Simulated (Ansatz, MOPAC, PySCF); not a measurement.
GeH4 (SMILES [GeH4]) and HI (SMILES I) are pulled apart as rigid monomers along the line of their centres of mass, from the B3LYP-D3(BJ)/def2-TZVP minimum. Starting geometry (charge 0, multiplicity 1):
```xyz
7

Ge     0.076     0.156    -0.013
H      1.461     0.068     0.644
H     -0.646    -1.191     0.125
H      0.240     0.504    -1.501
H     -0.745     1.254     0.679
I     -0.215    -0.515     4.107
H      0.544     0.860     3.729
```

Interaction energies with rigid monomers; basis-set methods are counterpoise corrected unless marked otherwise.

Frozen-core correlation. Filled d and f shells under p-block atoms count as core. The state reached by PM3, PM6 isn't checked.

Programs: Ansatz (Gaussian orbitals); MOPAC for PM3, PM6 (differences of heats of formation); PySCF for the dispersion terms. Values without a source in brackets are computed. In def2 rows elements past Kr take small-core potentials, without spin–orbit coupling.

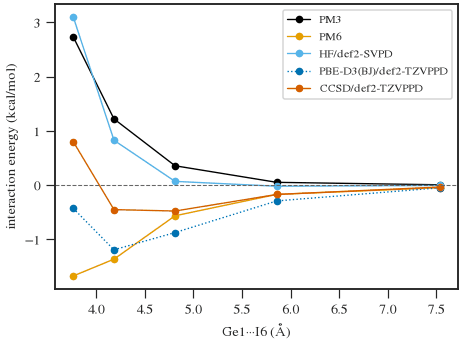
Interaction energy against separation

Task: Which level binds most strongly at Ge1···I6 = 4.18, and by how much?

Result: PM6, -1.4 kcal/mol.

Ansatz is a program for electronic structure.
